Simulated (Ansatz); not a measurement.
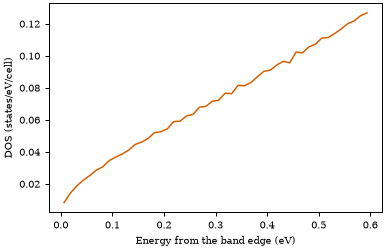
Fig. 1. Density of states of Na3OBr (Pm-3m) above the conduction band minimum, PBEsol, rigid bands (Ansatz, a first-principles code); cell volume 93.7 Å³.

Problem. What effective density of states at 300 K does this give (∫ g(E) exp(−E/k_BT) dE, both spins, divided by the cell's size)?

Solution. 4.3e18 cm⁻³, a density-of-states mass of 0.31 mₑ, valleys and band degeneracy included.

Spin-orbit coupling is left out. Geometry: cell and atoms relaxed with PBEsol.

Computed structure with no diffraction record at hand here (it may be known, metastable or hypothetical): Na3OBr (Pm-3m).
